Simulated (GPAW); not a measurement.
# Polarising 1T-VSSe monolayer with a field along the normal

The dipole of the cell at several fields, atoms fixed. What does the strongest field give, and what length does the slope stand for?

Set-up. GPAW 26.7.0, plane waves (400 eV), PAW setups, PBE, 12×12 mesh, a dipole layer in the vacuum; geometry relaxed without an applied field with GPAW. The cell's area is 9.34 Å², and e/ε0 = 180.95 V Å.

Results, with one row withheld:

| field (V/Å) | dipole (e Å) |
| --- | --- |
| −0.2 | −0.0787 |
| −0.1 | −0.0520 |
| −0.05 | −0.0386 |
| 0.05 | −0.0119 |
| 0.1 | 0.0015 |
| 0.2 | 0.0282 |
| 0.3 | ? |

**Question.** What is the dipole at 0.3 V/Å?

Worked answer. A line through the 6 points has the slope α = 0.267 e Å per V/Å and the intercept p₀ = −0.0252 e Å (r.m.s. residual 1.5e−05). At 0.3 V/Å it gives p = −0.0252 + 0.267 × 0.3 = 0.0549 e Å; the run gives 0.0550 e Å, so the response stays linear to 0.1 % of the induced part. Dividing by ε0 and the area: α/(ε0 A) = 0.267 × 180.95 / 9.34 = 5.18 Å, against 3.04 Å between the outer nuclei.

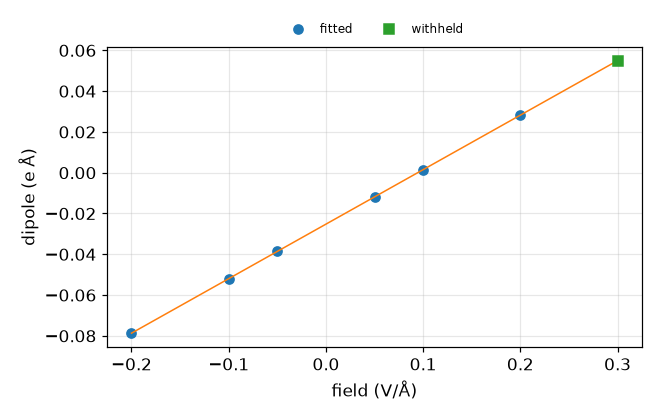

The line and the withheld run.

**Limits.** This is the electronic response alone; ions that move would add to it in polar layers. Spin-polarised runs started from parallel moments; another order may lie lower. Layers with unlike faces were relaxed with their cell in a fully periodic cell without the dipole layer, so their atoms felt a small spurious field.
